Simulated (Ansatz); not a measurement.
```xyz
6

N    -0.9458    0.3023   -0.3863
Si    0.0076   -0.2971    0.9438
Cl    1.5506   -1.5132    0.1903
H    -1.4008    1.2118   -0.2876
H    -1.5089   -0.3354   -0.9502
H     0.6356    0.9386    1.5441
```

Level of theory: UKS PBE/6-31G* (Ansatz).

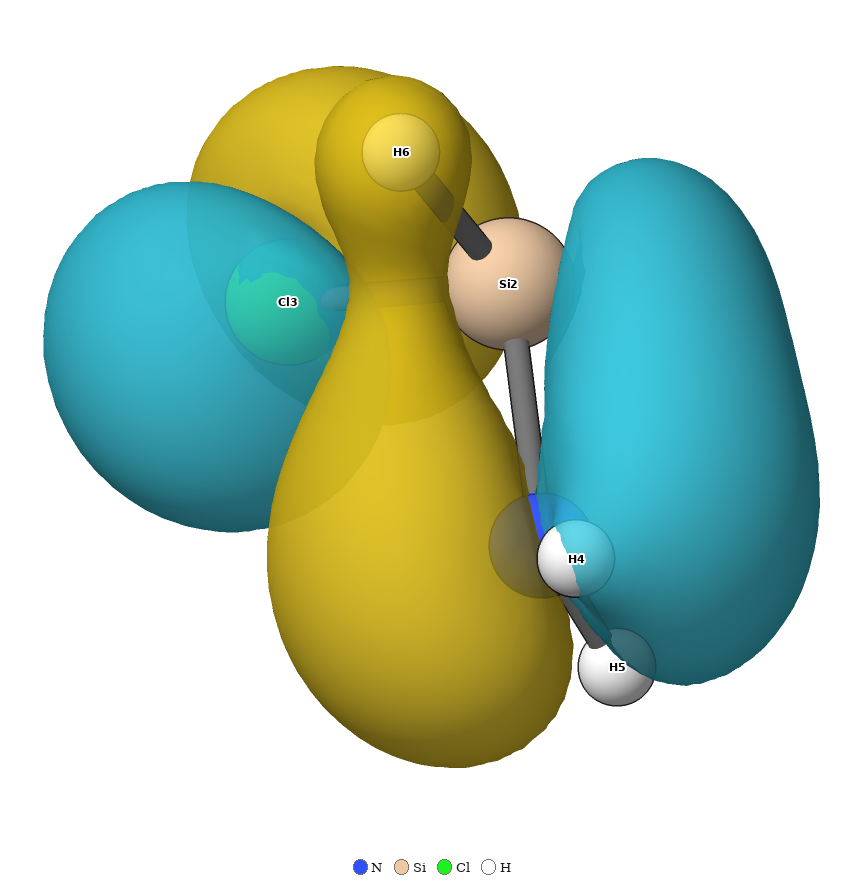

ClH₃NSi (doublet). The HOMO−1 (α) at ±0.08 Å⁻³ᐟ² (yellow and cyan are the two phases), seen at an oblique angle.

**Where does this orbital lie, and at what energy?**

It lies mainly on N1 (about 45 %), Cl3 (about 35 %) and Si2 (about 15 %); largely a combination of lone pairs on N1 and Cl3. Its energy is −6.97 eV.
